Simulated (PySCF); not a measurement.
# C5H8Si: the cost of one run

Computed with PySCF 2.14.0, with density-fitted response routines of our own, on a single molecule in the gas phase. Atoms count from 0, in the outputs and in this text.

## Step 1: Starting geometry

14 atoms, charge 0, multiplicity 1; geometry from: PBE0-D3(BJ)/def2-SVP.

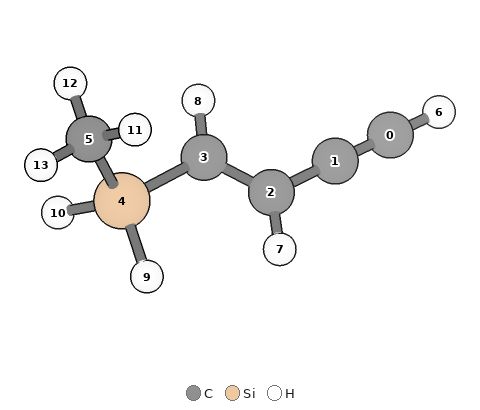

As it starts; carbon grey, silicon light orange, hydrogen white, atoms numbered; sticks join atoms by distance.

## Step 2: Shielding tensors: PBE0/6-31G*

Job settings and geometry (Å):

```
{"job": {"kind": "nmr", "xc": "PBE0", "basis": "6-31G*", "pop": true}, "charge": 0, "multiplicity": 1}
C      3.863635    -0.380165    -0.688314
C      2.674240    -0.144208    -0.756615
C      1.280064     0.124902    -0.858698
C      0.457787     0.329942     0.190535
Si    -1.372073     0.671444     0.004087
C     -2.399704    -0.592615     0.940131
H      4.916394    -0.585023    -0.625306
H      0.880607     0.159943    -1.881298
H      0.901642     0.283461     1.193559
H     -1.689034     0.638802    -1.458498
H     -1.681461     2.041914     0.524349
H     -2.195403    -1.610130     0.573480
H     -2.169280    -0.563658     2.016470
H     -3.474879    -0.389880     0.818150
```

Method: GIAO PBE0/6-31G* NMR shielding, non-relativistic, gas phase.

Run with:

```sh
$ OMP_NUM_THREADS=1 python probes_run.py task.json out
```

The driver reads the jobs from task.json and runs them one after another.

**Question.** How long does this first job take on 1 thread of Arm Neoverse V1, shared host, and how much memory does it need?

About 8.7 s, with a peak of 0.58 GiB.
